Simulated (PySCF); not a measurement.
SMILES FC(F)(F)c1cccc(-c2cccs2)c1 at its GFN2-xTB optimised geometry (Å):

```
22

F      3.8125     0.5928    -0.2907
C      3.2784     1.7877     0.0000
F      3.7830     2.1418     1.1995
F      3.7916     2.6585    -0.8864
C      1.7762     1.7877     0.0000
C      1.1134     3.0093     0.0000
C     -0.2704     3.0174     0.0222
C     -0.9754     1.8304     0.0458
C     -0.3175     0.5975     0.0483
C     -1.0641    -0.6426     0.0726
C     -0.5973    -1.9315     0.0791
C     -1.6205    -2.8975     0.1040
C     -2.8616    -2.3448     0.1161
S     -2.8065    -0.6325     0.0985
C      1.0796     0.5927     0.0271
H      1.6759     3.9295    -0.0209
H     -0.8002     3.9574     0.0211
H     -2.0553     1.8491     0.0627
H      0.4452    -2.1916     0.0665
H     -1.4398    -3.9574     0.1125
H     -3.8125    -2.8391     0.1350
H      1.6237    -0.3377     0.0277
```

Computed with B3LYP/def2-SVP in PySCF. Cells within 0.4 Å of a nucleus heavier than hydrogen are left out (blank, or x).

Map of the Laplacian of the electron density (e/bohr⁵), clipped to [-1.50, 1.50] on the plane z = 0.0 Å:

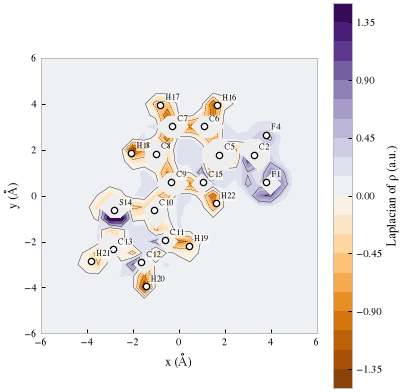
Fig. 1. Laplacian of the electron density (e/bohr⁵), clipped to [-1.50, 1.50] on the plane z = 0.0 Å.
